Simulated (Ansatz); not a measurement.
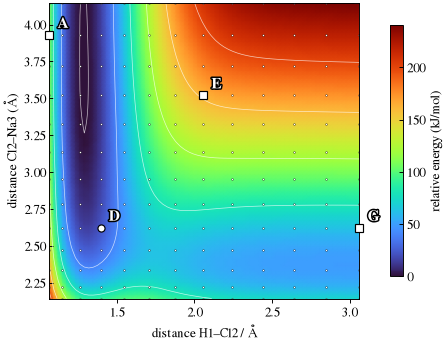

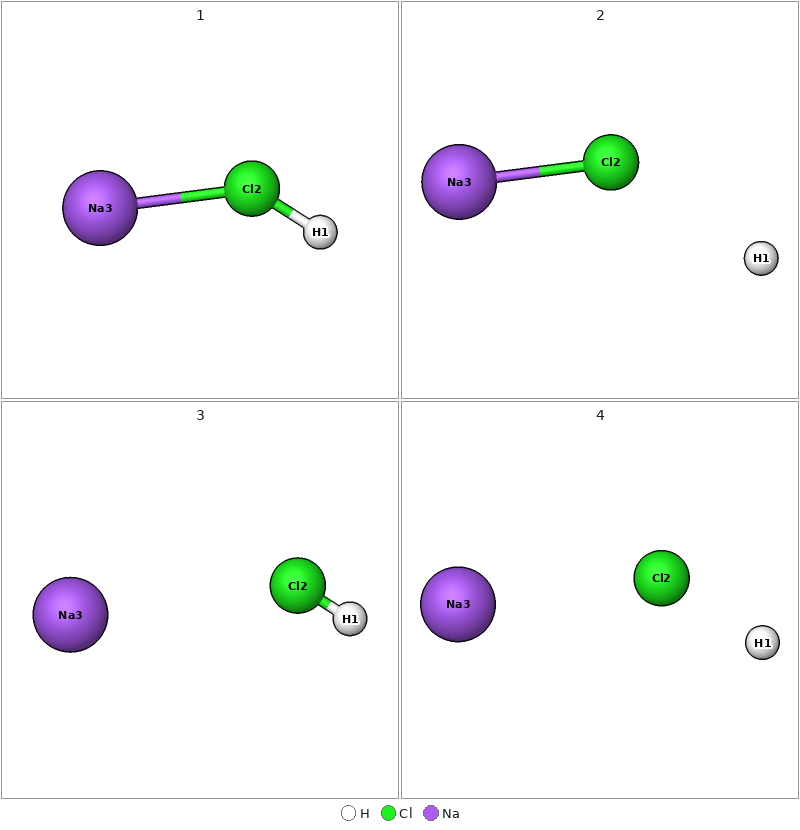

The system H + ClNa, spin multiplicity 2. 
- First axis: distance H1–Cl2. Second axis: distance Cl2–Na3.
- Nothing is relaxed (the angle H1–Cl2–Na3 is fixed at 140 degrees).
- Grid: 13 × 13 points.
- Points are written as (first, second).
- Energies are in kJ/mol, from the lowest grid point.
- These are results of UKS PBE0-D4/aug-cc-pVTZ in Ansatz 0.2.0, not measurements.

In the figure: a smooth colour map with a few white contour lines, dots at the grid points, lettered points. Between grid points the surface is interpolated. The numbered pictures are the structures at these points, in random order.

**Which structure belongs to which point?**

A is structure 3: (1.064 Å, 3.930 Å), 112 kJ/mol; D is structure 1: (1.394 Å, 2.623 Å), 23 kJ/mol; E is structure 4: (2.056 Å, 3.520 Å), 162 kJ/mol; G is structure 2: (3.064 Å, 2.623 Å), 63 kJ/mol.
